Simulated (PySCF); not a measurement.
# MP2/STO-3G run of CH6FNOSi (SMILES NC(F)O[SiH3])

Aim: the vertical singlet–triplet gap of CH6FNOSi at MP2/STO-3G, from 2 runs. 

Program for the calculation: PySCF 2.14.0.

**1. The system as given**

CH6FNOSi: 11 atoms, total charge 0, spin state singlet. As SMILES, `NC(F)O[SiH3]`. The shape is that of a PBE0-D4/def2-TZVP optimisation. This is one conformer, not always the lowest.

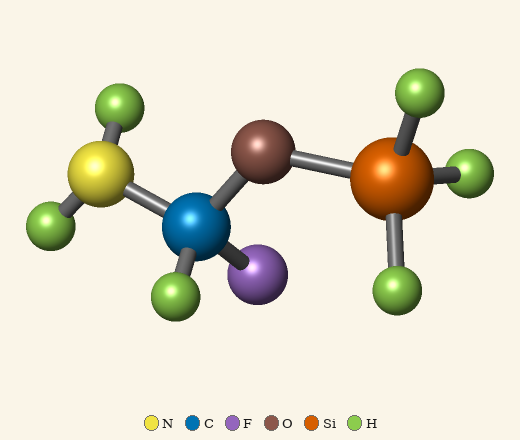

Viewed from a chosen angle; nitrogen yellow, carbon blue, fluorine purple, oxygen brown, silicon orange, hydrogen green.

**2. The energy at MP2/STO-3G**

File run.py:

```python
from pyscf import gto, mp

mol = gto.M(
    atom=[
    ('N', (-0.144000, -1.360100, 1.536300)),
    ('C', (0.302100, -0.710900, 0.381400)),
    ('F', (-0.130800, -1.354100, -0.802100)),
    ('O', (-0.189100, 0.564500, 0.355900)),
    ('Si', (-0.073700, 1.562200, -0.966600)),
    ('H', (-1.151700, -1.310600, 1.615900)),
    ('H', (0.167600, -2.320000, 1.570800)),
    ('H', (1.396100, -0.741800, 0.315100)),
    ('H', (-1.091700, 1.236800, -1.993000)),
    ('H', (-0.305800, 2.924600, -0.436400)),
    ('H', (1.286400, 1.452300, -1.556700)),
],
    max_memory=1860,
    basis='sto-3g',
    verbose=4,
    charge=0,
)

myscf = mol.RHF()
myscf.conv_tol = 1e-10
myscf.kernel()
if not myscf.converged:
    myscf = myscf.newton().run(myscf.mo_coeff, myscf.mo_occ)

pt = mp.MP2(myscf, frozen=9).run()
etot = pt.e_tot
print('E(%s) = %.9f' % ('MP2', etot))
```

Started as:

```console
OMP_NUM_THREADS=1 python run.py
```

The program printed:

```text
PySCF version 2.14.0

[INPUT] num. atoms = 11
[INPUT] num. electrons = 50
[INPUT] charge = 0
[INPUT] spin (= nelec alpha-beta = 2S) = 0
[INPUT] symmetry False subgroup None
[INPUT] Mole.unit = angstrom
[INPUT] Symbol           X                Y                Z      unit          X                Y                Z       unit  Magmom
[INPUT]  1 N     -0.144000000000  -1.360100000000   1.536300000000 AA   -0.272120561937  -2.570216502021   2.903186245169 Bohr   0.0
[INPUT]  2 C      0.302100000000  -0.710900000000   0.381400000000 AA    0.570886262231  -1.343406301953   0.720741543909 Bohr   0.0
[INPUT]  3 F     -0.130800000000  -1.354100000000  -0.802100000000 AA   -0.247176177093  -2.558878145274  -1.515749324514 Bohr   0.0
[INPUT]  4 O     -0.189100000000   0.564500000000   0.355900000000 AA   -0.357347210155   1.066750397317   0.672553527733 Bohr   0.0
[INPUT]  5 Si    -0.073700000000   1.562200000000  -0.966600000000 AA   -0.139272815380   2.952130151796  -1.826609272005 Bohr   0.0
[INPUT]  6 H     -1.151700000000  -1.310600000000   1.615900000000 AA   -2.176397577662  -2.476675058855   3.053608444685 Bohr   0.0
[INPUT]  7 H      0.167600000000  -2.320000000000   1.570800000000 AA    0.316718098477  -4.384164608991   2.968381796467 Bohr   0.0
[INPUT]  8 H      1.396100000000  -0.741800000000   0.315100000000 AA    2.638246642505  -1.401798839202   0.595452701850 Bohr   0.0
[INPUT]  9 H     -1.091700000000   1.236800000000  -1.993000000000 AA   -2.063014010188   2.337213270862  -3.766224166258 Bohr   0.0
[INPUT] 10 H     -0.305800000000   2.924600000000  -0.436400000000 AA   -0.577878248892   5.526693023903  -0.824676480760 Bohr   0.0
[INPUT] 11 H      1.286400000000   1.452300000000  -1.556700000000 AA    2.430943686640   2.744449250706  -2.941736658110 Bohr   0.0

nuclear repulsion = 251.819842973178
number of shells = 23
number of NR pGTOs = 105
number of NR cGTOs = 35
basis = sto-3g
ecp = {}

******** <class 'pyscf.scf.hf.RHF'> ********
method = RHF
initial guess = minao
damping factor = 0
level_shift factor = 0
DIIS = <class 'pyscf.scf.diis.CDIIS'>
diis_start_cycle = 1
diis_space = 8
diis_damp = 0
SCF conv_tol = 1e-10
SCF conv_tol_grad = None
SCF max_cycles = 50
direct_scf = True
direct_scf_tol = 1e-13
Set gradient conv threshold to 1e-05
Initial guess from minao.
init E= -552.56981335838
  HOMO = -0.320939377109712  LUMO = 0.257990389644278  gap/eV = 15.75348
cycle= 1 E= -551.975590331741  delta_E= 0.594  |g|= 0.616  |ddm|=  3.9
  HOMO = -0.249573340991399  LUMO = 0.475073296890812  gap/eV = 19.71864
cycle= 2 E= -552.114031426997  delta_E= -0.138  |g|= 0.174  |ddm|= 1.03
  HOMO = -0.325588910077694  LUMO = 0.464921359025736  gap/eV = 21.51088
cycle= 3 E= -552.123855983126  delta_E= -0.00982  |g|= 0.0374  |ddm|= 0.242
  HOMO = -0.330251535592489  LUMO = 0.469388043052278  gap/eV = 21.75930
cycle= 4 E= -552.124752801799  delta_E= -0.000897  |g|= 0.00681  |ddm|= 0.0951
  HOMO = -0.332231211185092  LUMO = 0.467148717849042  gap/eV = 21.75224
cycle= 5 E= -552.12478338274  delta_E= -3.06e-05  |g|= 0.00146  |ddm|= 0.0189
  HOMO = -0.331694759028758  LUMO = 0.467611214154316  gap/eV = 21.75022
cycle= 6 E= -552.124784674478  delta_E= -1.29e-06  |g|= 0.000303  |ddm|= 0.00381
  HOMO = -0.331797316787809  LUMO = 0.467600945397558  gap/eV = 21.75273
cycle= 7 E= -552.124784739131  delta_E= -6.47e-08  |g|= 6.55e-05  |ddm|= 0.000925
  HOMO = -0.331804424630872  LUMO = 0.467590846637986  gap/eV = 21.75265
cycle= 8 E= -552.124784742691  delta_E= -3.56e-09  |g|= 1.47e-05  |ddm|= 0.000222
  HOMO = -0.331804237953901  LUMO = 0.467593560294725  gap/eV = 21.75272
cycle= 9 E= -552.124784742875  delta_E= -1.84e-10  |g|= 2.41e-06  |ddm|= 5.36e-05
  HOMO = -0.331804281616132  LUMO = 0.46759344677981  gap/eV = 21.75272
cycle= 10 E= -552.124784742879  delta_E= -4.32e-12  |g|= 6.66e-07  |ddm|= 7.05e-06
  HOMO = -0.331804336887244  LUMO = 0.467593483026107  gap/eV = 21.75272
Extra cycle  E= -552.124784742877  delta_E= 2.39e-12  |g|= 3.17e-07  |ddm|= 1.38e-06
converged SCF energy = -552.124784742877

******** <class 'pyscf.mp.mp2.RMP2'> ********
nocc = 16, nmo = 26
frozen orbitals 9
E(RMP2) = -552.306121915478  E_corr = -0.181337172601542
E(SCS-RMP2) = -552.322359424545  E_corr = -0.197574681668294
E_corr(same-spin) = -0.023111452446411
E_corr(oppo-spin) = -0.158225720155131
E(MP2) = -552.306121915
```

Run time: 1.3 s. Hardware: 1 thread of Arm Neoverse N1, shared host; peak memory 0.12 GiB.

**3. The triplet, same level**

File input.py:

```python
from pyscf import gto, scf, mp

system = gto.Mole()
system.atom = '''
N     -0.144000    -1.360100     1.536300
C      0.302100    -0.710900     0.381400
F     -0.130800    -1.354100    -0.802100
O     -0.189100     0.564500     0.355900
Si    -0.073700     1.562200    -0.966600
H     -1.151700    -1.310600     1.615900
H      0.167600    -2.320000     1.570800
H      1.396100    -0.741800     0.315100
H     -1.091700     1.236800    -1.993000
H     -0.305800     2.924600    -0.436400
H      1.286400     1.452300    -1.556700
'''
system.spin = 2
system.verbose = 4
system.charge = 0
system.max_memory = 1860
system.basis = 'sto-3g'
system.build()

calc0 = scf.UHF(system)
calc0.conv_tol = 1e-10
calc0.kernel()
if not calc0.converged:
    calc0 = calc0.newton().run(calc0.mo_coeff, calc0.mo_occ)

pt = mp.MP2(calc0, frozen=9).run()
e_tot = pt.e_tot
print('Final energy', e_tot)
```

Started as:

```console
OMP_NUM_THREADS=1 python input.py
```

The program printed:

```text
PySCF version 2.14.0

[... 46 lines left out ...]
WARN: HOMO 0.257990389644278 >= LUMO -0.320939377109712
[... 5 lines left out ...]
WARN: HOMO 0.24973590659764 >= LUMO -0.0592306464544898
[... 5 lines left out ...]
WARN: HOMO 0.175593462674106 >= LUMO -0.0601583312696925
[... 5 lines left out ...]
WARN: HOMO 0.154318705907879 >= LUMO 0.0237039726175898
[... 5 lines left out ...]
WARN: HOMO 0.130549600961526 >= LUMO 0.0448433311788228
[... 5 lines left out ...]
WARN: HOMO 0.119432407941526 >= LUMO 0.0572801816538359
[... 70 lines left out ...]
converged SCF energy = -551.786288638692  <S^2> = 2.0043695  2S+1 = 3.0029116
[... 1 line left out ...]
******** <class 'pyscf.mp.ump2.UMP2'> ********
nocc = (np.int64(17), np.int64(15)), nmo = (26, 26)
frozen orbitals 9
E(UMP2) = -551.952518487898  E_corr = -0.166229849205822
E(SCS-UMP2) = -551.968644228019  E_corr = -0.18235558932684
E_corr(same-spin) = -0.0197541112155534
E_corr(oppo-spin) = -0.146475737990269
Final energy -551.9525184878983
```

It took 1.4 s on 1 thread of Arm Neoverse N1, shared host; peak memory 0.12 GiB.

**4. Results**

Level: MP2/STO-3G, 9 core orbitals frozen.

```
                                            quantity          value
                               singlet: total energy  -552.30612 Eh
       singlet: dipole moment (Hartree–Fock density)         0.86 D
        singlet: HOMO energy (Hartree–Fock orbitals)       -9.03 eV
        singlet: LUMO energy (Hartree–Fock orbitals)       12.72 eV
      singlet: HOMO–LUMO gap (Hartree–Fock orbitals)       21.75 eV
singlet: correlation energy (9 core orbitals frozen)     -181.3 mEh
                               triplet: total energy  -551.95252 Eh
       triplet: dipole moment (Hartree–Fock density)         2.83 D
triplet: correlation energy (9 core orbitals frozen)     -166.2 mEh
          triplet: ⟨S²⟩ of the reference determinant          2.004
    vertical energy of the triplet above the singlet       9.622 eV
```

In words: At this shape the triplet lies 9.62 eV (928 kJ/mol) above the singlet. In a minimal basis such a difference can be off by several eV, whatever the method. Mulliken charges (singlet) of the mean-field density run from -0.46 on O4 to +0.84 on Si5. Mulliken charges (triplet) of the mean-field density run from -0.42 on N1 to +0.47 on Si5.
